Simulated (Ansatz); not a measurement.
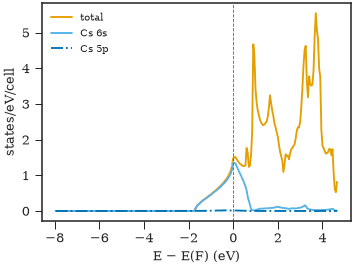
*Total and projected density of states of Cs (bcc (W type), Im-3m), the program Ansatz at the PBE+D3(BJ) level (PAW)*

Which orbitals carry the states next to the Fermi level?

Within 0.5 eV of the Fermi level: Cs 6s 86 %, outside the projected shells 13 %. Projections are on Löwdin-orthogonalised atomic valence shells; empty p or d shells of many metals are not among them.

Symmetry was held in the PBE+D3(BJ) relaxation. The pairwise dispersion correction was not fitted to metals. Spin–orbit coupling is left out wherever it is not named.

Potentials: the later of the program's two PAW sets.
